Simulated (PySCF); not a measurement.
**Run report: GeH2, single-point calculation**

The run: single-point calculation of GeH2. Method and program: RKS-b3lyp5/def2-svp, stability (PySCF 2.14.0).

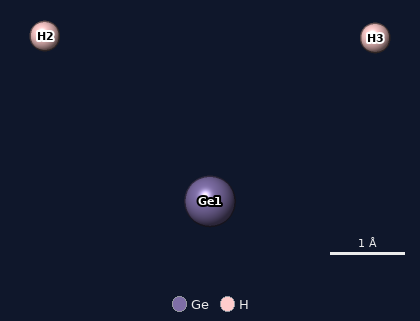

The input geometry (ball-and-stick view, seen on its broad side; atoms are numbered from 1 in the order of the input).

### Summary

```tsv
quantity	value
outcome	converged
SCF energy	−2077.563216 hartree
stability analysis	internal: stable; real -> complex: stable; RHF/RKS -> UHF/UKS: unstable
dipole moment	4.26 D
hardware	1 CPU thread, shared host
wall time	9.6 s
```

### Input
```python
from pyscf import gto, dft

mol = gto.M(
    atom='Ge 0 0 -0.0594; H 2.2686 0 2.1818; H -2.2686 0 2.1818',
    basis='def2-svp',
    charge=0,
    spin=0,
    verbose=4,
)
mf = dft.RKS(mol, xc='b3lyp5')
mf.kernel()
mf.stability(internal=True, external=True)
mf.dip_moment()
print('orbital energies (hartree):', mf.mo_energy[..., max(0, mol.nelec[1]-3):mol.nelec[0]+3].round(4))
```

Launched with:
```bash
OMP_NUM_THREADS=1 python input.py
```

### Output
```
PySCF version 2.14.0

[INPUT] verbose = 4
[INPUT] num. atoms = 3
[INPUT] num. electrons = 34
[INPUT] charge = 0
[INPUT] spin (= nelec alpha-beta = 2S) = 0
[INPUT] symmetry False subgroup None
[INPUT] Mole.unit = angstrom
[INPUT] Symbol           X                Y                Z      unit          X                Y                Z       unit  Magmom
[INPUT]  1 Ge     0.000000000000   0.000000000000  -0.059400000000 AA    0.000000000000   0.000000000000  -0.112249731799 Bohr   0.0
[INPUT]  2 H      2.268600000000   0.000000000000   2.181800000000 AA    4.287032686188   0.000000000000   4.123004458576 Bohr   0.0
[INPUT]  3 H     -2.268600000000   0.000000000000   2.181800000000 AA   -4.287032686188   0.000000000000   4.123004458576 Bohr   0.0

nuclear repulsion = 10.7367846069042
number of shells = 18
number of NR pGTOs = 88
number of NR cGTOs = 42
basis = def2-svp
ecp = {}

******** <class 'pyscf.dft.rks.RKS'> ********
method = RKS
initial guess = minao
damping factor = 0
level_shift factor = 0
DIIS = <class 'pyscf.scf.diis.CDIIS'>
diis_start_cycle = 1
diis_space = 8
diis_damp = 0
SCF conv_tol = 1e-09
SCF conv_tol_grad = None
SCF max_cycles = 50
direct_scf = True
direct_scf_tol = 1e-13
XC library pyscf.dft.libxc version 7.0.0
    S. Lehtola, C. Steigemann, M. J.T. Oliveira, and M. A.L. Marques.,  SoftwareX 7, 1–5 (2018)
XC functionals = b3lyp5
    P. A. M. Dirac.,  Math. Proc. Cambridge Philos. Soc. 26, 376 (1930)
    F. Bloch.,  Z. Phys. 57, 545 (1929)
    A. D. Becke.,  Phys. Rev. A 38, 3098 (1988)
    C. Lee, W. Yang, and R. G. Parr.,  Phys. Rev. B 37, 785 (1988)
    B. Miehlich, A. Savin, H. Stoll, and H. Preuss.,  Chem. Phys. Lett. 157, 200 (1989)
    S. H. Vosko, L. Wilk, and M. Nusair.,  Can. J. Phys. 58, 1200 (1980)
radial grids:
    Treutler-Ahlrichs [JCP 102, 346 (1995); DOI:10.1063/1.469408] (M4) radial grids

becke partition: Becke, JCP 88, 2547 (1988); DOI:10.1063/1.454033
pruning grids: <function nwchem_prune>
grids dens level: 3
symmetrized grids: False
atomic radii adjust function: <function treutler_atomic_radii_adjust>
small_rho_cutoff = 0
Set gradient conv threshold to 3.16228e-05
Initial guess from minao.
tot grids = 40256
init E= -2076.74302062366
  HOMO = -0.212445764441242  LUMO = -0.11389945174201  gap/eV = 2.68158
cycle= 1 E= -2077.28361480937  delta_E= -0.541  |g|= 0.609  |ddm|= 1.29
  HOMO = -0.366707022521358  LUMO = -0.364414815697806  gap/eV = 0.06237
cycle= 2 E= -2076.25799021081  delta_E= 1.03  |g|= 1.21  |ddm|= 3.08
  HOMO = -0.186033461171724  LUMO = -0.171397262230494  gap/eV = 0.39827
cycle= 3 E= -2077.37720557459  delta_E= -1.12  |g|= 0.474  |ddm|= 2.52
  HOMO = -0.213127411397041  LUMO = -0.136677269785821  gap/eV = 2.08031
cycle= 4 E= -2077.49577880918  delta_E= -0.119  |g|= 0.272  |ddm|= 1.22
  HOMO = -0.222194993676041  LUMO = -0.171447269218259  gap/eV = 1.38092
cycle= 5 E= -2077.55130131731  delta_E= -0.0555  |g|= 0.131  |ddm|= 0.698
  HOMO = -0.224728849131598  LUMO = -0.169842129265311  gap/eV = 1.49354
cycle= 6 E= -2077.55733765453  delta_E= -0.00604  |g|= 0.0923  |ddm|= 0.0642
  HOMO = -0.223912665031286  LUMO = -0.166911634767783  gap/eV = 1.55108
cycle= 7 E= -2077.56082504211  delta_E= -0.00349  |g|= 0.0583  |ddm|= 0.0507
  HOMO = -0.224293881310676  LUMO = -0.164333632288051  gap/eV = 1.63160
cycle= 8 E= -2077.56312940153  delta_E= -0.0023  |g|= 0.0111  |ddm|= 0.0709
  HOMO = -0.224362373050546  LUMO = -0.163645227699307  gap/eV = 1.65220
cycle= 9 E= -2077.56321610135  delta_E= -8.67e-05  |g|= 0.000351  |ddm|= 0.0162
  HOMO = -0.224367312817901  LUMO = -0.163623511433892  gap/eV = 1.65292
cycle= 10 E= -2077.56321619247  delta_E= -9.11e-08  |g|= 1.11e-05  |ddm|= 0.000589
  HOMO = -0.224367580393636  LUMO = -0.163622744413614  gap/eV = 1.65295
cycle= 11 E= -2077.56321619252  delta_E= -5.46e-11  |g|= 1.61e-05  |ddm|= 6.7e-05
  HOMO = -0.224366967664292  LUMO = -0.163628998540269  gap/eV = 1.65276
```

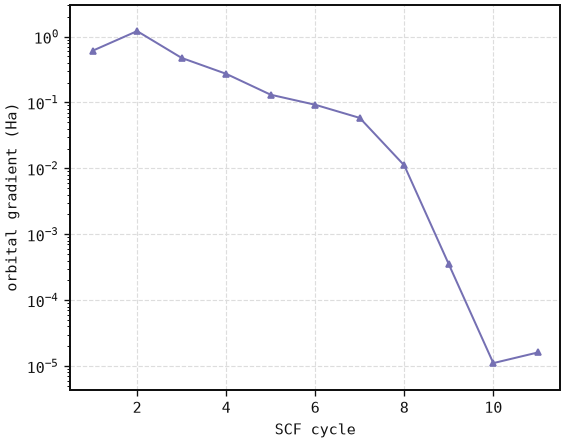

Convergence of the self-consistent field: orbital gradient against the SCF cycle. The residual falls almost steadily, with no more than small rises.

```
Extra cycle  E= -2077.56321618761  delta_E= 4.91e-09  |g|= 8.63e-05  |ddm|= 0.000152
converged SCF energy = -2077.56321618761
rhf_internal: lowest eigs of H = [0.11631889 0.1169771  0.23668004]
<class 'pyscf.dft.rks.RKS'> wavefunction is stable in the internal stability analysis
rhf_real2complex: lowest eigs of H = [0.01835751 0.01868388 0.04921692]
<class 'pyscf.dft.rks.RKS'> wavefunction is stable in the real -> complex stability analysis
rhf_external: lowest eigs of H = [-0.07173989 -0.06238228  0.00219563]
<class 'pyscf.dft.rks.RKS'> wavefunction has an RHF/RKS -> UHF/UKS instability
Dipole moment(X, Y, Z, Debye):  0.00000,  0.00000, -4.25911
orbital energies (hartree): [-0.5067 -0.2246 -0.2244 -0.1636 -0.1346 -0.1337]
```
